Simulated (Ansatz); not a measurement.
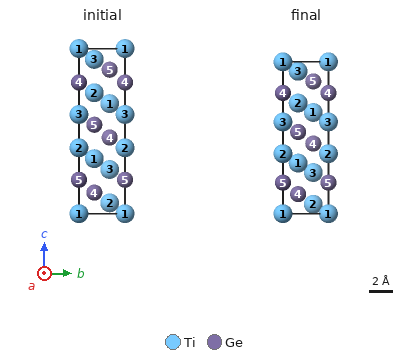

The structure of solid Ti$_{3}$Ge$_{2}$ (a generated structure, set up in R-3m) (coarse preliminary run) before (left) and after (right) a relaxation, at one scale.

A spheres-only model of the conventional cell (3 times the calculation's cell), seen along the a axis. Lengths and directions refer to the drawn axes.

Method: Ansatz, DFT PBE, scalar-relativistic, plane waves, PAW. (plane-wave cutoff 420 eV; k-point mesh 6 × 6 × 6; occupations gaussian; smearing width 0.1 eV; no spin polarisation; cell and atoms relaxed; force threshold 0.04 eV/Å; at most 70 steps)

Q: What changed between the two?

A: The energy falls by 0.575 eV per cell of the calculation in 4 accepted moves (5 points after the start). The largest force component goes from 0.69 to 0.006 eV/Å. The pressure goes from −9.76 to 0.00 GPa. The SCF was repeated once at an unchanged geometry on a basis and grid sized afresh for the cell, which shifted the energy by 1.8 meV per cell of the calculation at most. The largest moves relative to the cell, 0.047 Å, are those of Ti2 and Ti3. Ti3 goes along +c. By element the largest moves are Ti 0.047 Å, Ge 0.011 Å. Cell: a = b 4.684 → 4.628 Å (−1.2 %), c 14.541 → 13.370 Å (−8.1 %). Volume −10.2 %. Some distances before and after: Ti2–Ge5 2.815 → 2.552 Å, Ti1–Ge4 2.987 → 2.736 Å, Ti2–Ti3 3.311 → 3.147 Å, Ti2–Ti3 (another image) 2.937 → 2.794 Å. The space group stays R-3m (No. 166).
